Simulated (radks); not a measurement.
System: Ar⁺ (Z = 18, 17 electrons), configuration [Ne] 3s2 3p5. It is put inside a hard spherical wall of varying radius. Level of theory: scalar-relativistic Kohn-Sham, LDA (Slater exchange, Perdew-Wang correlation), spin-unpolarised, spherical densities, point nucleus. Computed with the in-house radial solver radks. Wanted, and plotted below: the outer orbital energies, on a scale that is linear within ±10 eV and logarithmic beyond.

The levels rise as the wall closes in: 3p goes from −22.2 eV at 20 bohr to 15.9 eV at 2 bohr and passes zero between 2.5 and 2 bohr. On compression 3d drops below 4s between 8 and 3.5 bohr; the level of higher l rises less. The fastest to rise is 4p (by 165.9 eV), the slowest 3s (by 34.0 eV): the wall presses hardest on the most extended orbitals.

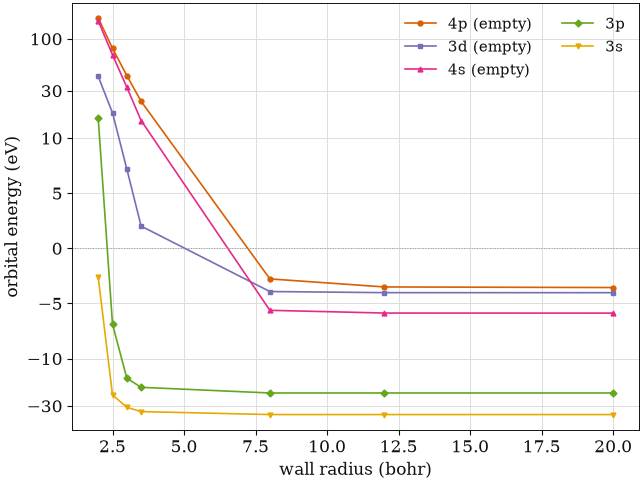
